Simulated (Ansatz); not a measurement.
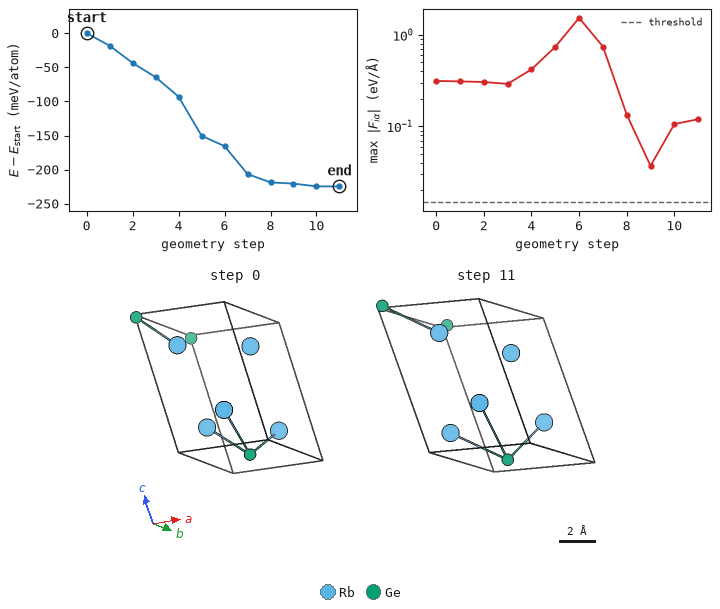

First and last geometry of a relaxation of a crystal of Rb2Ge (built on the MoSi2 (C11b)_139 type) (coarse preliminary run), with the history of the run. Style: ball-and-stick. Shown: the cell of the calculation, from a free direction.

The calculation used DFT PBE, scalar-relativistic, plane waves, PAW in Ansatz 0.2.0. (plane-wave cutoff 420 eV; k-point mesh 4 × 4 × 4; occupations gaussian; smearing width 0.1 eV; no spin polarisation; cell and atoms relaxed; force threshold 0.015 eV/Å; at most 120 steps)

Q: What do the curves and the structures tell?

A: The run was cut off at its time limit before the relaxation converged, so the last structure is only a point on the way. After 11 geometry steps the energy has fallen by 225 meV per atom. Largest force component: 0.31 eV/Å at the start, 0.12 eV/Å at the end. The pressure goes from 0.63 to 0.01 GPa. The largest move relative to the cell is that of a Rb atom, 0.90 Å roughly along [2 1 1]. By element the largest moves are Rb 0.90 Å, Ge 0.86 Å. Cell: a 5.882 → 6.376 Å (+8.4 %), b 5.822 → 6.177 Å (+6.1 %), c 8.820 → 9.376 Å (+6.3 %), α 90.3° → 91.3°, β 109.0° → 112.4°, γ 89.1° → 81.2°. Volume +18.1 %. Among the contacts that change: Ge–Ge 4.010 → 2.338 Å, Ge–Rb 3.529 → 4.720 Å, Ge–Rb 3.794 → 4.773 Å, Ge–Rb 3.464 → 4.434 Å. New bonds form: Ge–Ge (4.01 → 2.34 Å). Among the angles between lasting bonds that change: Rb–Ge–Rb 108.7° → 142.0°, Rb–Ge–Rb 111.4° → 79.0°, Ge–Rb–Ge 69.9° → 101.3°. The space group stays P1 (No. 1).

```csv
step,"E − E(0), meV/atom","largest force component, eV/Å","pressure, GPa","volume, Å³/atom"
0,0.00,0.3142,0.63,47.585
1,-18.28,0.3105,0.32,48.248
2,-43.67,0.3057,-0.03,49.145
3,-64.35,0.2916,-0.16,49.546
4,-93.12,0.4199,-0.12,49.602
5,-150.37,0.7412,0.25,49.667
6,-165.61,1.5334,1.48,50.107
7,-206.43,0.7463,0.84,52.088
8,-218.77,0.1347,0.01,56.234
9,-220.50,0.0371,-0.02,55.896
10,-224.57,0.1060,-0.02,55.869
11,-224.70,0.1199,0.01,56.199
```
